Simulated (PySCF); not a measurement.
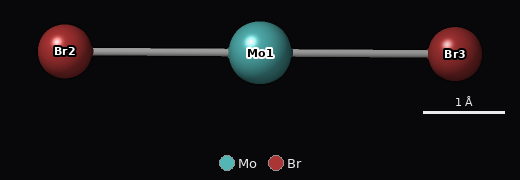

**Figure 1.** The structure (ball-and-stick view, seen on its broad side; atoms are numbered from 1 in the order of the input). Sticks mark near contacts.

## Run report: MoBr₂, frequency calculation

MoBr₂, multiplicity 3, computed with UKS-based B3LYP, Mo def2-TZVP with ECP28, Br def2-TZVP; non-relativistic Hamiltonian with a scalar-relativistic core potential; density fitting (PySCF 2.14.0).

Log:
```
init E= -5216.62055915564
  alpha nocc = 43  HOMO = -0.238782666464001  LUMO = -0.106794442240292
  beta  nocc = 41  HOMO = -0.219625130333839  LUMO = -0.13206746707966
  HOMO = -0.219625130334  LUMO = -0.13206746708  gap/eV = 2.38257
cycle= 1 E= -5216.62055915651  delta_E= -8.76e-10  |g|= 9.22e-06  |ddm|= 5.15e-05
  alpha nocc = 43  HOMO = -0.23878233796238  LUMO = -0.106793870321456
  beta  nocc = 41  HOMO = -0.219624590641203  LUMO = -0.132067043269176
  HOMO = -0.219624590641  LUMO = -0.132067043269  gap/eV = 2.38256
cycle= 2 E= -5216.62055915739  delta_E= -8.79e-10  |g|= 9.48e-06  |ddm|= 5.16e-05
  alpha nocc = 43  HOMO = -0.238782663099523  LUMO = -0.106794274709894
  beta  nocc = 41  HOMO = -0.219624906995094  LUMO = -0.13206736056871
  HOMO = -0.219624906995  LUMO = -0.132067360569  gap/eV = 2.38256
cycle= 3 E= -5216.62055915765  delta_E= -2.58e-10  |g|= 9.17e-06  |ddm|= 1.5e-05
  alpha nocc = 43  HOMO = -0.238782681458335  LUMO = -0.106794256547006
  beta  nocc = 41  HOMO = -0.219624872724651  LUMO = -0.132067353132145
  HOMO = -0.219624872725  LUMO = -0.132067353132  gap/eV = 2.38256
cycle= 4 E= -5216.62055915794  delta_E= -2.95e-10  |g|= 9.16e-06  |ddm|= 1.72e-05
  alpha nocc = 43  HOMO = -0.238782698421762  LUMO = -0.106794252066465
  beta  nocc = 41  HOMO = -0.219624856562959  LUMO = -0.132067354059773
  HOMO = -0.219624856563  LUMO = -0.13206735406  gap/eV = 2.38256
cycle= 5 E= -5216.62055915813  delta_E= -1.86e-10  |g|= 9.16e-06  |ddm|= 1.13e-05
  alpha nocc = 43  HOMO = -0.238782709842321  LUMO = -0.10679424878597
  beta  nocc = 41  HOMO = -0.219624845423439  LUMO = -0.132067354604723
  HOMO = -0.219624845423  LUMO = -0.132067354605  gap/eV = 2.38256
cycle= 6 E= -5216.62055915827  delta_E= -1.46e-10  |g|= 9.16e-06  |ddm|= 7.79e-06
  alpha nocc = 43  HOMO = -0.238782717640021  LUMO = -0.106794246535337
  beta  nocc = 41  HOMO = -0.219624837862213  LUMO = -0.132067355017645
  HOMO = -0.219624837862  LUMO = -0.132067355018  gap/eV = 2.38256
cycle= 7 E= -5216.62055915837  delta_E= -9.09e-11  |g|= 9.16e-06  |ddm|= 5.37e-06
  alpha nocc = 43  HOMO = -0.238782765729122  LUMO = -0.106794187173769
  beta  nocc = 41  HOMO = -0.219624734433864  LUMO = -0.132067329926185
  HOMO = -0.219624734434  LUMO = -0.132067329926  gap/eV = 2.38256
Extra cycle  E= -5216.62055915925  delta_E= -8.81e-10  |g|= 9.17e-06  |ddm|= 5.15e-05
converged SCF energy = -5216.62055915925  <S^2> = 2.9265243  2S+1 = 3.5645613
```

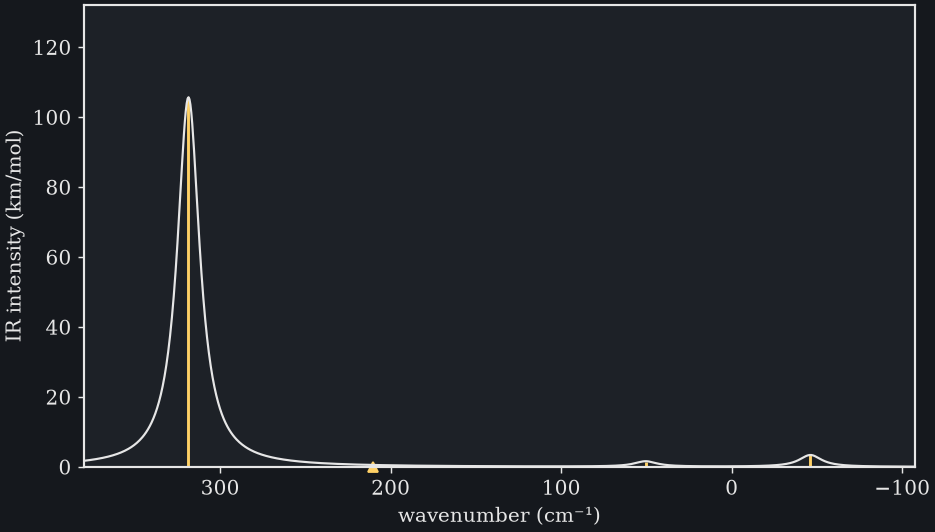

**Figure 2.** Harmonic infrared spectrum, unscaled: sticks (degenerate modes added up, dark ones marked on the axis) with a Lorentzian envelope of 16 cm⁻¹ full width, scaled to the tallest stick; imaginary modes are drawn at negative wavenumbers. 4 modes from 46i to 319 cm⁻¹, 1 imaginary beyond 8i (46i cm⁻¹): not a clean minimum; so soft a mode can be a shallow saddle, an incomplete relaxation or noise of the force constants. The strongest line is at 319 cm⁻¹ (106 km/mol). All modes, in cm⁻¹ (km/mol): 46i (3.4), 50 (1.5), 210 (0.0), 319 (106). The two bends of a linear molecule should be equal; they aren't, because the electronic state found breaks the axial symmetry.

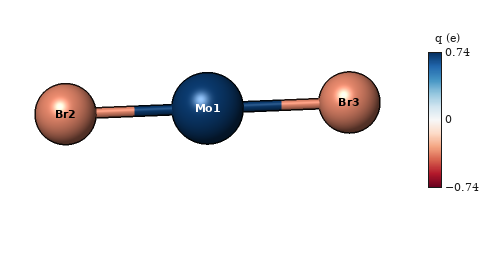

**Figure 3.** Mulliken charges, as the colour of each atom (ball-and-stick view, seen at a tilt; atoms are numbered from 1 in the order of the input; Mulliken charges depend strongly on the basis). By element: Mo +0.71 and Br −0.35 e.

This output came from the following input.

The input:
```python
from pyscf import gto, scf, dft
mol = gto.M(atom='''
Mo     0.000000     0.000000     0.000000
Br     0.000000     0.000000     2.425558
Br    -0.000000     0.000000    -2.425558''',
    basis={'Mo': 'def2-TZVP', 'Br': 'def2-TZVP'},
    ecp={'Mo': 'def2-TZVP'},
    charge=0, spin=2)
mf = dft.UKS(mol, xc='B3LYP')
mf.grids.atom_grid = (75, 302)
aux = {'Mo': 'def2-universal-JKFIT', 'Br': 'def2-universal-JKFIT'}
mf = mf.density_fit(auxbasis=aux)
mf.conv_tol = 1e-09
mf.diis_space = 10
mf.max_cycle = 60
mf.verbose = 4
mf.kernel()
```

The script is an equivalent of the set-up of the self-consistent field. The run itself was carried out by a driver, which started from the orbitals of the step before it where there was one and computed the further properties.

Command:
```bash
OMP_NUM_THREADS=4 python axn.py task.json out
```

Key numbers:

| quantity | value |
| --- | --- |
| outcome | converged |
| total energy | −5216.620559 hartree |
| ⟨S²⟩ | 2.927 |
| zero-point energy | 0.001320 hartree |
| dipole moment | 0.00 D |
| wavenumbers, lowest and highest | 46i and 319 cm⁻¹ |
| hardware | 4 threads of AMD EPYC (Zen 3), 32 GiB of memory available, shared host |
| wall time | 10 min (CPU time 40 min) |
| peak memory | 1.2 GiB |

Notes:

Checks after the run noted: the SCF density has lower symmetry than the nuclear frame; spin contamination. ⟨S²⟩ is 2.93 against 2.00 for a pure state: the solution is spin-contaminated.
